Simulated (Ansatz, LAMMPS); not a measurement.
# Electronic structure of glassy 40SiO2-28Al2O3-16Li2O-16SrO (mol %) (85 atoms), part 2 of 2

Wanted: forces, charges and levels of glassy 40SiO2-28Al2O3-16Li2O-16SrO (mol %) (85 atoms).

Ansatz 0.2.0; Kohn-Sham DFT, PBEsol, PAW (set soft_2), plane waves.

The cell: 10 Si, 14 Al, 8 Li, 4 Sr and 49 O. The quench rate of 6 K/ps is orders of magnitude faster than experiment. The starting topology of bonds comes from the classical model. Only the Γ point is sampled, in a cell whose shortest periodic width is 11 Å.

So far. Step 3 (Plane-wave single point): The stored curve holds about 416 of the 440 electrons; the rest, give or take the few that broadening carries across the Fermi level, lie in deeper levels below its range.

**3. Plane-wave single point (continued)**

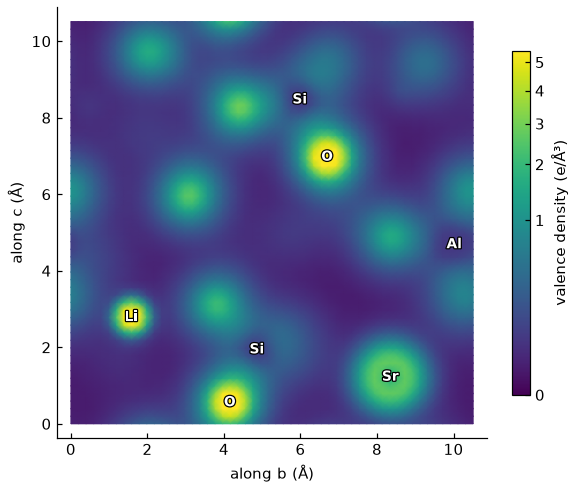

Valence density in the bc plane at fractional x = 0.195, with atoms of Si and Al and Li and Sr and O within 0.2 Å of it. It is the smooth field of the valence electrons, not physical close to the nuclei. The colour scale is stretched toward low values.

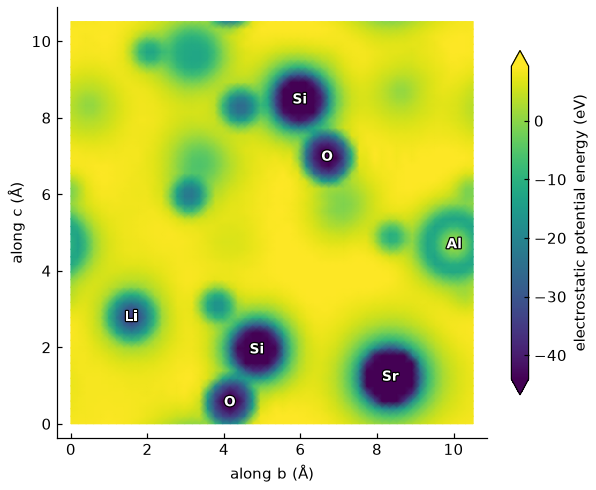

Electrostatic potential energy in the bc plane at fractional x = 0.195, with atoms of Si and Al and Li and Sr and O within 0.2 Å of it. With pseudopotentials it is smooth inside the atoms' cores, unlike the true potential.

Mean Löwdin charges: Al +1.28, Li +0.80, O -0.89, Si +1.68, Sr +1.84 e (they miss 1.2 % of the electrons, so they add up to more than the cell's charge).

**4. Local order**

These statistics describe the geometry on which the runs were made.

Density 2.64 g/cm³, 13.67 Å³ an atom.

g(r), total and by pair (bins of 0.2 Å):

| r (Å) | total | O-O | O-Al | O-Si | O-Li | O-Sr | Al-Al |
| --- | --- | --- | --- | --- | --- | --- | --- |
| 1.50 | 0.78 | 0.00 | 0.00 | 5.75 | 0.00 | 0.00 | 0.00 |
| 1.70 | 3.21 | 0.00 | 10.62 | 8.80 | 0.00 | 0.00 | 0.00 |
| 1.90 | 0.57 | 0.00 | 1.57 | 0.00 | 2.45 | 0.00 | 0.00 |
| 2.10 | 0.42 | 0.00 | 0.00 | 0.00 | 3.89 | 0.00 | 0.00 |
| 2.30 | 0.12 | 0.00 | 0.00 | 0.00 | 1.14 | 0.00 | 0.00 |
| 2.50 | 0.61 | 1.24 | 0.20 | 0.00 | 0.18 | 2.18 | 0.00 |
| 2.70 | 1.69 | 3.83 | 0.09 | 0.00 | 1.09 | 2.57 | 0.69 |
| 2.90 | 0.95 | 1.71 | 0.24 | 0.00 | 0.15 | 1.98 | 3.35 |
| 3.10 | 1.08 | 1.05 | 0.27 | 0.09 | 0.74 | 0.99 | 3.00 |
| 3.30 | 1.04 | 1.02 | 0.50 | 0.52 | 0.86 | 0.43 | 3.52 |
| 3.50 | 0.70 | 0.32 | 1.15 | 0.70 | 0.59 | 0.96 | 0.40 |
| 3.70 | 0.90 | 0.70 | 1.47 | 0.95 | 1.04 | 0.51 | 0.70 |
| 3.90 | 0.95 | 0.81 | 1.20 | 1.44 | 1.01 | 0.46 | 0.00 |
| 4.10 | 1.13 | 0.60 | 1.40 | 2.13 | 1.46 | 0.71 | 0.28 |
| 4.30 | 1.33 | 0.70 | 2.08 | 2.00 | 1.60 | 2.18 | 0.53 |
| 4.50 | 0.96 | 0.78 | 1.17 | 1.30 | 1.06 | 0.71 | 1.16 |
| 4.70 | 0.88 | 0.94 | 0.76 | 1.07 | 1.29 | 0.96 | 0.43 |
| 4.90 | 1.05 | 1.32 | 0.81 | 0.55 | 0.88 | 2.08 | 1.00 |
| 5.10 | 0.96 | 1.27 | 0.68 | 0.73 | 0.68 | 0.81 | 0.36 |

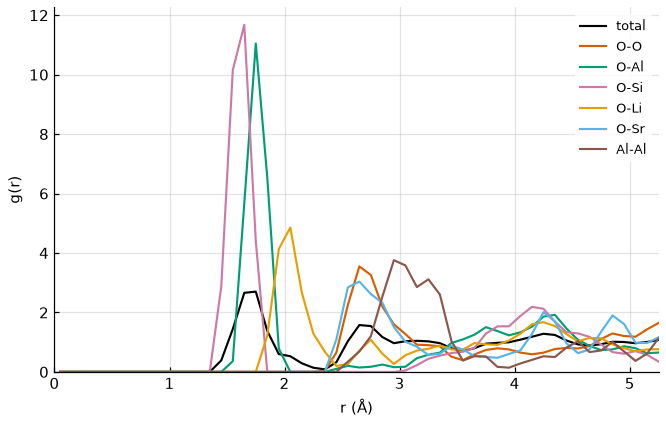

Pair distribution functions, lightly smoothed.

Bonds by pair of elements; cutoffs follow the first minimum of g(r), held within bounds set by covalent radii, and pairs that aren't listed don't count as bonded:

| pair A-B | cutoff (Å) | bonds | mean length (Å) | spread (Å) | shortest (Å) | B about A | A about B |
| --- | --- | --- | --- | --- | --- | --- | --- |
| O-Al | 2.27 | 56 | 1.76 | 0.05 | 1.65 | 1.14 | 4 |
| O-Si | 2.08 | 40 | 1.61 | 0.032 | 1.55 | 0.816 | 4 |
| O-Li | 2.48 | 27 | 2.08 | 0.113 | 1.94 | 0.551 | 3.38 |
| O-Sr | 3.27 | 26 | 2.80 | 0.203 | 2.53 | 0.531 | 6.5 |

How many atoms have how many bonded neighbours:

```csv
element,mean,2,3,4,5,6,7,8
Al,4,0,0,14,0,0,0,0
Li,3.38,0,5,3,0,0,0,0
O,3.04,12,25,10,2,0,0,0
Si,4,0,0,10,0,0,0,0
Sr,6.5,0,0,0,1,1,1,1
```

Bond angles, per cent of each kind in bins of 5°:

```
angle (°)  O-Al-O  O-Sr-O  O-Si-O  O-Li-O  Al-O-Li
    45–50     0.0     2.7     0.0     0.0      0.0
    50–55     0.0     5.4     0.0     0.0      0.0
    55–60     0.0     8.1     0.0     0.0      0.0
    60–65     0.0     0.0     0.0     0.0      0.0
    65–70     0.0     6.8     0.0     0.0      0.0
    70–75     0.0     6.8     0.0     0.0      0.0
    75–80     0.0     4.0     0.0    12.1      3.9
    80–85     1.2     2.7     0.0     3.0     19.2
    85–90     1.2     2.7     0.0     0.0      7.7
    90–95     1.2     1.4     0.0     9.1      7.7
   95–100     8.3     9.5     0.0     9.1      3.9
  100–105    22.6     9.5    11.7     6.1     11.5
  105–110    23.8     5.4    41.7    18.2      7.7
  110–115    19.0     2.7    35.0     6.1     11.5
  115–120     9.5     5.4    11.7     9.1      3.9
  120–125     7.1     2.7     0.0     6.1     11.5
  125–130     4.8     2.7     0.0     6.1      3.9
  130–135     1.2     0.0     0.0     6.1      3.9
  135–140     0.0     5.4     0.0     6.1      0.0
  140–145     0.0     4.0     0.0     0.0      0.0
  145–150     0.0     5.4     0.0     0.0      0.0
  150–155     0.0     4.0     0.0     0.0      3.9
  155–160     0.0     0.0     0.0     3.0      0.0
  160–165     0.0     0.0     0.0     0.0      0.0
  165–170     0.0     2.7     0.0     0.0      0.0
```

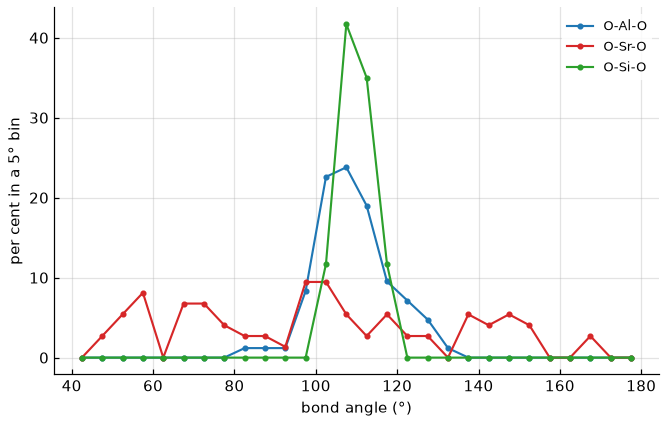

Distributions of the most common bond angles.

Bond angles (no mean is given where the spread exceeds 20°):

```
  angle  count  mean (°)  spread (°)
 O-Al-O     84       109         8.9
 O-Sr-O     74         -           -
 O-Si-O     60       109         4.2
 O-Li-O     33       109        19.1
Al-O-Li     26       104          18
```

Oxygen atoms by the number of network formers (Si, P, Ge, B, Al, As, Ga) bound to them:

```csv
network formers bound to O,O atoms,per cent
0,0,0
1,8,16.3
2,35,71.4
3,6,12.2
```

Network units: each former by its oxygen neighbours and how many of them bridge to another former:

```csv
former,O neighbours,bridging O,atoms
Si,4,3,5
Si,4,4,5
Al,4,3,3
Al,4,4,11
```

Bond length by coordination (bonds to H left out):

```
element  coordination  atoms  mean bond length (Å)
     Li             3      5                  2.04
     Li             4      3                  2.13
      O             2     12                  1.67
      O             3     25                  1.94
      O             4     10                  2.10
      O             5      2                  2.24
     Sr             5      1                  2.73
     Sr             6      1                  2.78
     Sr             7      1                  2.81
     Sr             8      1                  2.85
```

Rings of the network by King's shortest-path rule, up to 12 atoms, one path for each pair of neighbours; H, halogens, alkali and alkaline-earth atoms are left out, and the last column divides by all other atoms, bonded or not:

```
ring size (atoms)  rings  per network atom
                4      1             0.014
                6      5             0.068
                8      5             0.068
               10     12             0.164
               12     11             0.151
```

First main peaks of g(r), for some of the pairs, lie near 2.7 Å (O-O), 1.8 Å (O-Al), 1.6 Å (O-Si), 2.0 Å (O-Li) and 2.6 Å (O-Sr). Counting bonds as in the table, all Al atoms have 4, 62 % of Li atoms have 3, 51 % of O atoms have 3 and all Si atoms have 4 bonded neighbours. The O-Al-O angle averages 109° with a spread of 9°. 71 % of the oxygens bridge two formers (Si and Al) and 16 % are non-bridging; 12 % join three. The commonest Al unit has 4 oxygens, 4 of them shared with other formers (11 of 14 atoms). Rings of 10 atoms are the most common (35 % of those counted); sizes run from 4 to 12, where the search stops.

A closer look about O74, which bears the longest force: 10 atoms, nearest first, numbered in the order of the input, with positions taken from that point.

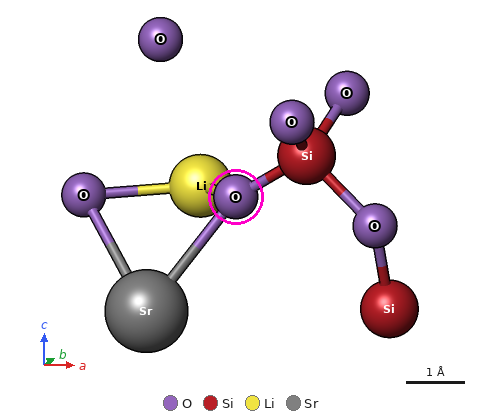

The atoms of the table, within 3.3 Å (arrows a, b, c point along x, y, z); some may hide others; the central atom is ringed.

| atom | x | y | z | distance (Å) | bonds | Löwdin charge (e) | Fx | Fy | Fz (eV/Å) |
| --- | --- | --- | --- | --- | --- | --- | --- | --- | --- |
| O74 | 0.00 | 0.00 | 0.00 | 0.00 | 3 | -0.99 | -2.72 | 0.59 | -1.68 |
| Si6 | 1.32 | -0.21 | 0.79 | 1.55 | 4 | 1.67 | 0.72 | 0.45 | -1.50 |
| Li28 | -1.06 | 1.66 | -0.06 | 1.97 | 3 | 0.80 | 0.56 | 0.18 | 0.20 |
| Sr34 | -1.52 | -0.27 | -2.01 | 2.53 | 5 | 1.82 | 0.47 | -0.05 | 0.68 |
| O83 | 2.54 | -0.21 | -0.40 | 2.58 | 3 | -0.83 | 0.96 | -0.65 | 0.67 |
| O48 | 1.74 | 0.96 | 1.73 | 2.64 | 2 | -0.84 | 0.23 | 0.11 | 1.44 |
| O79 | 1.42 | -1.61 | 1.55 | 2.65 | 3 | -0.89 | -0.04 | -0.43 | 1.70 |
| O82 | -2.96 | 0.98 | -0.19 | 3.12 | 5 | -1.11 | 0.34 | -0.16 | -1.59 |
| Si7 | 2.64 | 0.37 | -1.91 | 3.28 | 4 | 1.64 | 0.77 | 0.43 | 1.27 |
| O77 | -1.68 | 1.32 | 2.51 | 3.30 | 2 | -0.84 | -0.43 | -0.07 | -1.34 |

The column of bonds counts only the pairs O-Al within 2.27 Å, O-Si within 2.08 Å, O-Li within 2.48 Å, O-Sr within 3.27 Å; other neighbours, such as metal atoms beside each other in a compound, aren't counted, and periodic images can show an atom twice.

**5. Outcome**

```
free energy per atom                             : -667.5592 eV/atom
pressure                                         : 0.6692 GPa
r.m.s. force component                           : 0.7337 eV/Å
gap (highest filled to lowest empty level) : 3.628 eV
wall time of the 1 DFT run                       : 38 s
```

**Reading.** The highest filled and lowest empty levels differ by 3.63 eV (at Γ alone); a semilocal functional tends to put such gaps too low. In a disordered cell it changes from sample to sample, and tail or defect levels can set it. Counting bonds as in the table, all Al atoms have 4, 62 % of Li atoms have 3, 51 % of O atoms have 3 and all Si atoms have 4 bonded neighbours. 71 % of the oxygens bridge two formers (Si and Al) and 16 % are non-bridging; 12 % join three.

Caveats: The geometry was minimised with a classical potential after classical dynamics and isn't relaxed at this level: its force components are 0.73 eV/Å r.m.s.

[Logs are printed without paths, hosts, clocks, repeated set-up lines and the standing remarks that a program may print on its own settings, such as how far it seeks lower states.]

[Hosts, paths, dates, database ids (printed as entryN), source tags and the programs' standing remarks are cut or masked in the printed files.]
